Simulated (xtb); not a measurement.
## Run report: TiCl$_{2}$O, geometry relaxation (part 3 of 3)

The same run, continued: TiCl$_{2}$O, SMILES [O]=[Ti]([Cl])[Cl]; GFN1-xTB, ddCOSMO solvent hexane (xtb 6.7.1). The geometry comes from this level: GFN2-xTB.

Geometry of the input (Å):
```
O  0.4907  1.1006  1.0673
Ti -0.3603  -0.0979  0.4646
Cl 1.0445  -1.6042  -0.1385
Cl -1.1749  0.6016  -1.3934
```

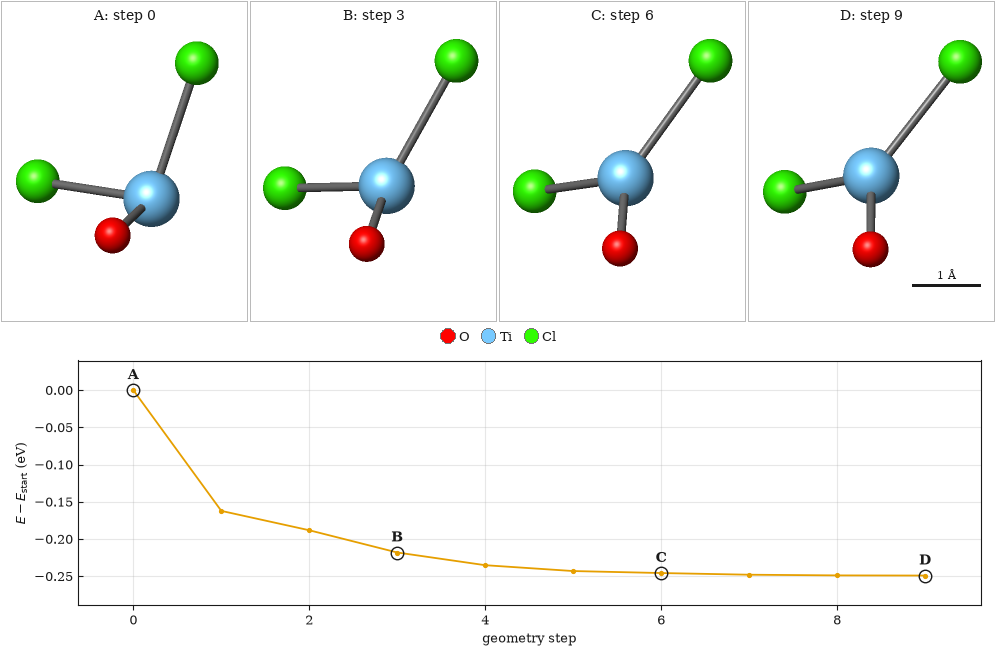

Fig. 1: Frames of the relaxation (ball-and-stick view, seen at a tilt) above the curves, on which the letters mark them (steps are counted from 0).

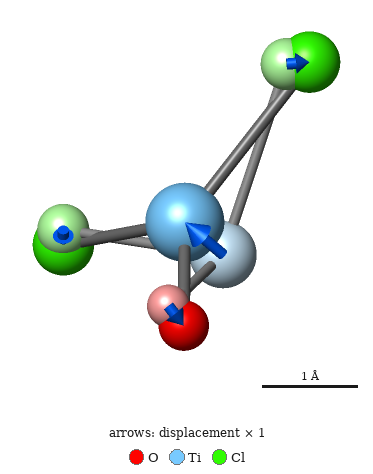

Fig. 2: Start (faint) and end (solid) with the displacements as blue arrows, at true length (ball-and-stick view, seen at a tilt). The two geometries are laid on each other by the best rigid fit. The largest move after the best rigid fit is that of Ti2, 0.57 Å. Largest moves by element: Ti 0.57 Å, O 0.26 Å, Cl 0.24 Å. Among the contacts that change: Ti2–Cl3 2.146 → 2.141 Å. Among the angles that change: Cl3–Ti2–Cl4 103.5° → 120.2°, O1–Ti2–Cl3 106.6° → 119.8°. After 9 geometry steps the energy has fallen by 0.249 eV. (Atoms are counted from 1 in the order of the input.)

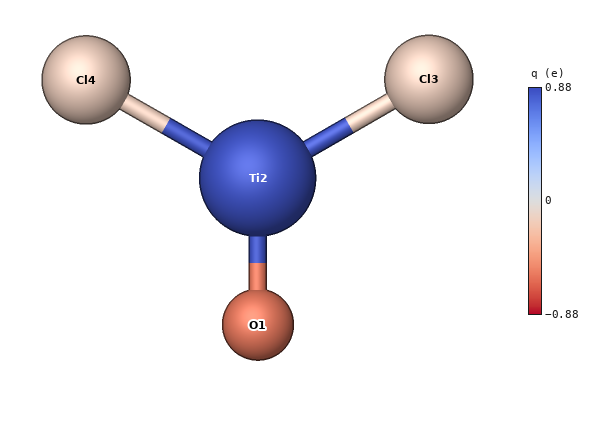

Fig. 3: Mulliken charges, as the colour of each atom (ball-and-stick view, seen at a tilt; atoms are numbered from 1 in the order of the input). By element: O −0.56, Ti +0.84 and Cl −0.14 e.
